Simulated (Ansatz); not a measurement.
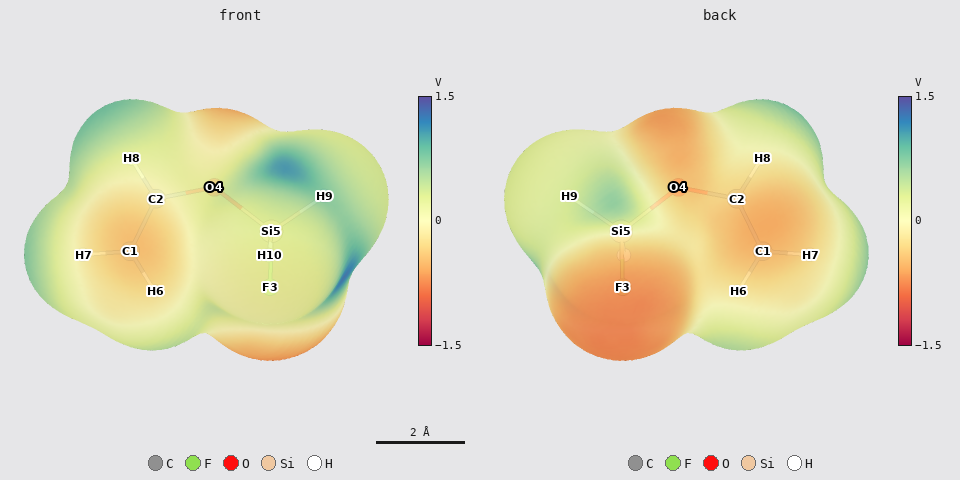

C2H5FOSi (SMILES C=CO[SiH2]F). The electrostatic potential painted on the density surface at 0.001 e/bohr³, seen from the front and from behind; red is negative and blue positive.

Geometry: B3LYP/def2-SVP.

The calculation used isolated molecule in a Gaussian basis; Kohn-Sham density functional theory, functional PBE0 in Ansatz.

```xyz
10

C     2.2612    0.0611   -2.9118
C     1.3136    0.2807   -1.9960
F     1.5727   -3.1182   -1.9627
O     0.6164   -0.6749   -1.3160
Si    0.2285   -2.2208   -1.7946
H     2.5867   -0.9453   -3.1874
H     2.7515    0.9103   -3.3905
H     1.0182    1.2907   -1.6922
H    -0.5842   -2.7875   -0.6995
H    -0.4439   -2.1953   -3.1156
```

Where is the surface potential most negative and most positive?

Answer. The most negative region (about −0.8 V) lies over F3, the most positive (about +1.2 V) over Si5.

How polar is the molecule by this calculation?

Answer. Its dipole moment is 1.25 D.
